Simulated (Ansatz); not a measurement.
# Geometry relaxation of SiH$_{5}$O (part 2 of 2)

Continued. System: SiH$_{5}$O, multiplicity 2. Method: UKS revPBE-D4/def2-SVP (Ansatz 0.2.0). It belongs to a series of runs on one base structure; here: end point A relaxed.

Geometry of the input (Å):
```
Si 0.0097  0.0150  -0.1100
H  0.0150  0.0244  1.3680
H  1.4273  0.0081  -0.6099
H  -0.7051  1.2390  -0.6104
H  -0.7022  -1.2180  -0.5977
O  -0.0110  -0.0183  3.5740
H  -0.5467  -0.8513  3.6146
```

Trajectory as extended XYZ, continued
```
7
Properties=species:S:1:pos:R:3:forces:R:3 step=9 energy=-9997.98537
Si    0.0172   -0.0017   -0.1406   -0.0288  -0.0140   0.0330
H     0.3701    0.0832    2.3370    0.0264  -0.0197   0.1283
H     1.4024   -0.0336   -0.7250    0.0264  -0.0009  -0.0791
H    -0.7499    1.2190   -0.5598    0.0023   0.0139   0.0088
H    -0.7443   -1.2589   -0.4630    0.0024  -0.0044   0.0145
O    -0.2918    0.0703    3.0651   -0.0538   0.0180  -0.0745
H    -0.5167   -0.8794    3.1148    0.0251   0.0069  -0.0310
7
Properties=species:S:1:pos:R:3:forces:R:3 step=10 energy=-9997.85515 accepted=F
Si    0.0137   -0.0103    0.0405    0.3700   0.1981  -1.0157
H     0.4589    0.0804    2.2679   -1.4419   0.0922   1.2973
H     1.3656   -0.0374   -0.7042   -0.2980  -0.0124   0.3161
H    -0.7418    1.1907   -0.5023    0.0442  -0.0887   0.3139
H    -0.7375   -1.2385   -0.4038   -0.0681  -0.1062   0.2228
O    -0.3605    0.0972    2.9170    1.3237  -0.7924  -1.0842
H    -0.5115   -0.8832    3.0135    0.0701   0.7095  -0.0503
7
Properties=species:S:1:pos:R:3:forces:R:3 step=11 energy=-9997.99504
Si    0.0173   -0.0036   -0.1512   -0.0052  -0.0138   0.0814
H     0.4184    0.1036    2.4093   -0.1821  -0.0104   0.2609
H     1.3984   -0.0388   -0.7489    0.0028   0.0007  -0.0813
H    -0.7534    1.2170   -0.5649    0.0073   0.0093   0.0025
H    -0.7484   -1.2613   -0.4621    0.0049  -0.0011   0.0081
O    -0.3266    0.0749    3.0579    0.0719  -0.4316  -0.2406
H    -0.5186   -0.8930    3.0885    0.1005   0.4469  -0.0310
7
Properties=species:S:1:pos:R:3:forces:R:3 step=12 energy=-9998.01538
Si    0.0505   -0.0069   -0.1519    0.0160  -0.0053   0.0802
H     0.4374    0.1125    2.4713   -0.1404   0.0035   0.1780
H     1.3863   -0.0384   -0.8478   -0.0095  -0.0038  -0.0700
H    -0.7451    1.2132   -0.5200    0.0028  -0.0005   0.0109
H    -0.7319   -1.2648   -0.4199    0.0020   0.0048   0.0127
O    -0.3716    0.0747    3.0323    0.0970  -0.1705  -0.1946
H    -0.5387   -0.8914    3.0644    0.0323   0.1718  -0.0174
7
Properties=species:S:1:pos:R:3:forces:R:3 step=13 energy=-9998.03464
Si    0.1107   -0.0111   -0.1227    0.1494   0.0048  -0.1521
H     0.4552    0.1310    2.5323   -0.6799  -0.0069   0.3931
H     1.3610   -0.0427   -0.9945   -0.2116  -0.0001   0.1061
H    -0.7285    1.2011   -0.4292    0.0406  -0.0156   0.0515
H    -0.7044   -1.2624   -0.3335    0.0305   0.0072   0.0500
O    -0.4417    0.0741    2.9667    0.7163   0.1988  -0.4533
H    -0.5654   -0.8910    3.0094   -0.0454  -0.1883   0.0047
7
Properties=species:S:1:pos:R:3:forces:R:3 step=14 energy=-9998.05968
Si    0.1342   -0.0258   -0.0802    0.1729   0.0189  -0.0059
H     0.4599    0.1619    2.5091   -0.4419  -0.0385   0.2257
H     1.3336   -0.0505   -1.0096   -0.1504  -0.0085  -0.0002
H    -0.7087    1.1971   -0.2989    0.0061   0.0177  -0.0106
H    -0.6921   -1.2722   -0.2396   -0.0041  -0.0310  -0.0029
O    -0.4738    0.0782    2.8321    0.4117   0.1325  -0.1951
H    -0.5662   -0.8898    2.9157    0.0057  -0.0911  -0.0110
7
Properties=species:S:1:pos:R:3:forces:R:3 step=15 energy=-9998.06439
Si    0.2026   -0.0250   -0.0859    0.0777  -0.0394  -0.1975
H     0.4489    0.2191    2.6797   -1.3810  -0.1877   0.1785
H     1.2576   -0.0736   -1.1862   -0.1223   0.0086   0.1453
H    -0.6556    1.1965   -0.2620    0.0163   0.0358   0.0483
H    -0.6556   -1.2608   -0.1853    0.0235  -0.0137   0.0580
O    -0.5460    0.0592    2.7809    1.4040   0.0487  -0.1905
H    -0.5650   -0.9165    2.8873   -0.0182   0.1478  -0.0420
7
Properties=species:S:1:pos:R:3:forces:R:3 step=16 energy=-9998.10966
Si    0.2336   -0.0554   -0.0763    0.0137   0.0101   0.0203
H     0.3694    0.3101    2.8033    0.1340   0.0612   0.0443
H     1.1875   -0.0993   -1.2531   -0.0304   0.0064  -0.0180
H    -0.5880    1.2052   -0.1279    0.0300  -0.0244  -0.0224
H    -0.6539   -1.2729   -0.1288   -0.0001   0.0071   0.0063
O    -0.5444    0.0338    2.6079   -0.1487  -0.0065  -0.0110
H    -0.5171   -0.9225    2.8035    0.0014  -0.0539  -0.0195
7
Properties=species:S:1:pos:R:3:forces:R:3 step=17 energy=-9998.11078
Si    0.2440   -0.0554   -0.1014    0.0156   0.0106   0.0784
H     0.3481    0.3208    2.8401    0.1558   0.0720   0.0418
H     1.1760   -0.1044   -1.2949   -0.0425   0.0034  -0.0139
H    -0.5695    1.2109   -0.1272    0.0258  -0.0293  -0.0339
H    -0.6464   -1.2716   -0.1180    0.0034   0.0132  -0.0163
O    -0.5551    0.0281    2.6236   -0.1588  -0.0007  -0.0385
H    -0.5102   -0.9295    2.8062    0.0007  -0.0692  -0.0176
7
Properties=species:S:1:pos:R:3:forces:R:3 step=18 energy=-9998.09539 accepted=F
Si    0.2749   -0.0596   -0.0706   -0.0778   0.0556  -0.1965
H     0.2948    0.3701    2.9027   -0.0541  -0.0840   0.0011
H     1.1191   -0.1373   -1.3310    0.0418  -0.0256   0.0988
H    -0.5223    1.2146   -0.1313    0.0048   0.0124   0.0608
H    -0.6463   -1.2532   -0.0654    0.0036  -0.0204   0.0520
O    -0.5901    0.0266    2.6625    0.1798  -0.9415  -0.0736
H    -0.4431   -0.9623    2.6616   -0.0981   1.0035   0.0573
7
Properties=species:S:1:pos:R:3:forces:R:3 step=19 energy=-9998.11368
Si    0.2635   -0.0594   -0.0822   -0.0589  -0.0214  -0.0425
H     0.2933    0.3705    2.8707    0.0190   0.0100   0.0197
H     1.1405   -0.1288   -1.3142    0.0497  -0.0058   0.0009
H    -0.5263    1.2178   -0.1254   -0.0071   0.0410   0.0276
H    -0.6611   -1.2494   -0.1025    0.0029  -0.0152   0.0294
O    -0.5764    0.0032    2.6198   -0.0132  -0.0130  -0.0283
H    -0.4465   -0.9549    2.7624    0.0076   0.0045  -0.0069
7
Properties=species:S:1:pos:R:3:forces:R:3 step=20 energy=-9998.11557
Si    0.2504   -0.0641   -0.0802    0.0009   0.0046  -0.0004
H     0.2652    0.3970    2.8842   -0.0006   0.0018   0.0019
H     1.1486   -0.1449   -1.2981   -0.0007  -0.0028   0.0008
H    -0.5144    1.2308   -0.1154    0.0014  -0.0048   0.0008
H    -0.6859   -1.2450   -0.0971   -0.0024   0.0043  -0.0007
O    -0.5763   -0.0114    2.6010   -0.0040  -0.0024  -0.0046
H    -0.4006   -0.9635    2.7341    0.0052  -0.0007   0.0020
7
Properties=species:S:1:pos:R:3:forces:R:3 step=21 energy=-9998.11559
Si    0.2495   -0.0667   -0.0795   -0.0018  -0.0023   0.0014
H     0.2352    0.4218    2.8931   -0.1132  -0.0739  -0.0417
H     1.1468   -0.1584   -1.2979   -0.0072   0.0025   0.0048
H    -0.4976    1.2393   -0.1113    0.0058  -0.0105  -0.0010
H    -0.7034   -1.2345   -0.0968    0.0027   0.0088  -0.0066
O    -0.5822   -0.0289    2.5936    0.1221  -0.0240   0.0486
H    -0.3613   -0.9736    2.7272   -0.0084   0.0995  -0.0055
7
Properties=species:S:1:pos:R:3:forces:R:3 step=22 energy=-9998.11597
Si    0.2498   -0.0694   -0.0813   -0.0033  -0.0051   0.0017
H     0.2325    0.4239    2.8894   -0.0519  -0.0300  -0.0191
H     1.1472   -0.1561   -1.2997   -0.0018   0.0014   0.0017
H    -0.4948    1.2377   -0.1079    0.0032  -0.0028   0.0008
H    -0.7059   -1.2343   -0.1066    0.0013   0.0050  -0.0019
O    -0.5822   -0.0310    2.5943    0.0523   0.0037   0.0200
H    -0.3596   -0.9719    2.7403    0.0002   0.0277  -0.0031
7
Properties=species:S:1:pos:R:3:forces:R:3 step=23 energy=-9998.11629
Si    0.2488   -0.0761   -0.0802   -0.0007  -0.0011  -0.0013
H     0.2101    0.4417    2.8842   -0.0014   0.0013  -0.0007
H     1.1466   -0.1605   -1.2984   -0.0001  -0.0001   0.0010
H    -0.4802    1.2399   -0.0962    0.0018  -0.0003   0.0013
H    -0.7205   -1.2289   -0.1177   -0.0011   0.0009  -0.0007
O    -0.5857   -0.0433    2.5899   -0.0024   0.0003   0.0001
H    -0.3321   -0.9740    2.7470    0.0038  -0.0009   0.0002
7
Properties=species:S:1:pos:R:3:forces:R:3 step=24 energy=-9998.09810 accepted=F
Si    0.2427   -0.1085   -0.0792   -0.0715   0.0049   0.0072
H     0.0787    0.5432    2.8588   -0.5651  -0.6358  -0.2345
H     1.1442   -0.1912   -1.2950    0.0002   0.0019  -0.0022
H    -0.3964    1.2588   -0.0404    0.0246  -0.0663  -0.0026
H    -0.8024   -1.1938   -0.1749    0.0457   0.0550   0.0005
O    -0.6082   -0.1197    2.5703    0.9070  -0.1841   0.4131
H    -0.1715   -0.9899    2.7889   -0.3408   0.8245  -0.1815
7
Properties=species:S:1:pos:R:3:forces:R:3 step=25 energy=-9998.11552 accepted=F
Si    0.2452   -0.0923   -0.0795   -0.0155  -0.0003   0.0016
H     0.1464    0.4921    2.8717   -0.1695  -0.1531  -0.0653
H     1.1460   -0.1757   -1.2956   -0.0014   0.0011  -0.0001
H    -0.4395    1.2492   -0.0683    0.0076  -0.0174  -0.0004
H    -0.7612   -1.2120   -0.1463    0.0096   0.0148  -0.0011
O    -0.5968   -0.0804    2.5802    0.2366  -0.0798   0.1076
H    -0.2530   -0.9819    2.7662   -0.0675   0.2347  -0.0423
7
Properties=species:S:1:pos:R:3:forces:R:3 step=26 energy=-9998.11655
Si    0.2470   -0.0861   -0.0786   -0.0075   0.0055  -0.0048
H     0.1796    0.4668    2.8775   -0.0259  -0.0180  -0.0094
H     1.1465   -0.1671   -1.2958    0.0009  -0.0020   0.0016
H    -0.4602    1.2424   -0.0791    0.0043  -0.0044   0.0002
H    -0.7412   -1.2220   -0.1338    0.0021   0.0036   0.0017
O    -0.5924   -0.0593    2.5877    0.0343  -0.0217   0.0134
H    -0.2923   -0.9759    2.7506   -0.0083   0.0371  -0.0028
7
Properties=species:S:1:pos:R:3:forces:R:3 step=27 energy=-9998.11622 accepted=F
Si    0.2436   -0.0914   -0.0804   -0.0058  -0.0089   0.0134
H     0.1398    0.4930    2.8682   -0.1136  -0.0980  -0.0419
H     1.1481   -0.1788   -1.2935   -0.0075   0.0021  -0.0027
H    -0.4368    1.2518   -0.0692    0.0037  -0.0132  -0.0032
H    -0.7648   -1.2093   -0.1431    0.0100   0.0153  -0.0091
O    -0.5989   -0.0852    2.5822    0.1636  -0.0514   0.0736
H    -0.2441   -0.9814    2.7643   -0.0503   0.1541  -0.0301
7
Properties=species:S:1:pos:R:3:forces:R:3 step=28 energy=-9998.11610 accepted=F
Si    0.2402   -0.0807   -0.0868    0.0604  -0.0490   0.0437
H     0.1645    0.4727    2.8737    0.0077   0.0057   0.0023
H     1.1523   -0.1764   -1.2932   -0.0211   0.0162  -0.0096
H    -0.4543    1.2520   -0.0838   -0.0193   0.0213  -0.0159
H    -0.7483   -1.2147   -0.1328   -0.0163   0.0021  -0.0167
O    -0.5924   -0.0741    2.5860   -0.0261   0.0311  -0.0013
H    -0.2750   -0.9801    2.7655    0.0146  -0.0275  -0.0025
7
Properties=species:S:1:pos:R:3:forces:R:3 step=29 energy=-9998.11662
Si    0.2460   -0.0869   -0.0815   -0.0067   0.0021  -0.0042
H     0.1724    0.4710    2.8784   -0.0138  -0.0090  -0.0053
H     1.1479   -0.1692   -1.2967    0.0008  -0.0012   0.0025
H    -0.4562    1.2444   -0.0817    0.0030  -0.0049   0.0031
H    -0.7460   -1.2192   -0.1402    0.0022   0.0049   0.0033
O    -0.5940   -0.0645    2.5925    0.0180  -0.0109   0.0028
H    -0.2831   -0.9767    2.7576   -0.0035   0.0190  -0.0022
```

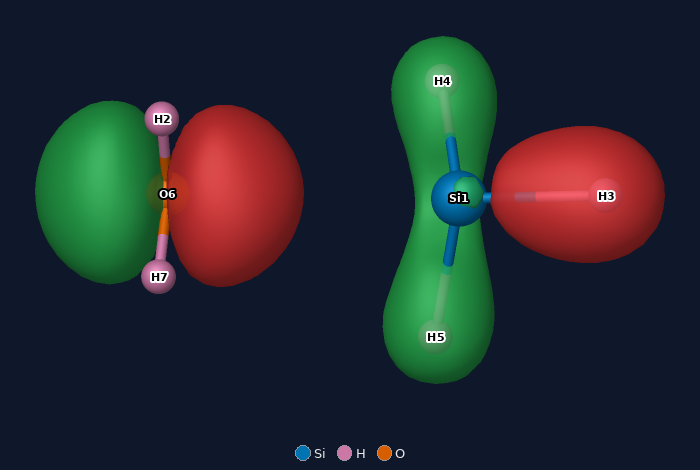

*One frontier orbital at ±0.15 Å⁻³ᐟ² (green and red are the two phases), seen face on.*

The HOMO (β), at −7.18 eV.

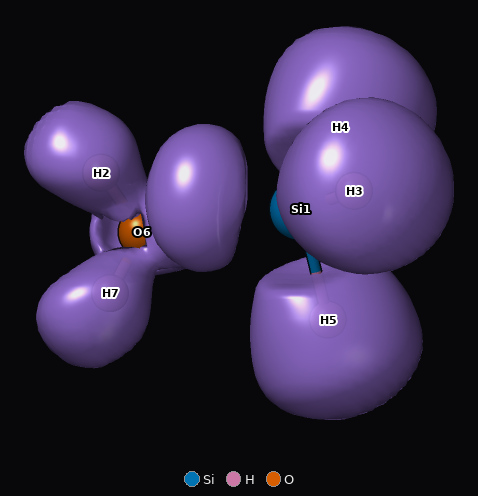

*Isosurface of the ELF at 0.8 (purple), seen at an oblique angle. Only the valence region is drawn (cores and ρ < 0.01 e/Å³ removed).*

Profiles from the grid: Si1···O6 (2.80 Å): the ELF is only about 0.15 between them. O–H (0.98 Å): the ELF climbs to about 1 towards the hydrogen, as it does in any bond to H; a covalent bond by its length.

Results in brief

- outcome: converged
- total energy: −9998.1167 eV
- mean-field energy: −9997.8724 eV
- ⟨S²⟩: 0.752
- largest force (length of the vector) at the end: 0.021 eV/Å
- hardware: 1 thread of Arm Neoverse V2, 24 GiB of memory available, shared host
- wall time: 55 s
- peak memory: 0.12 GiB
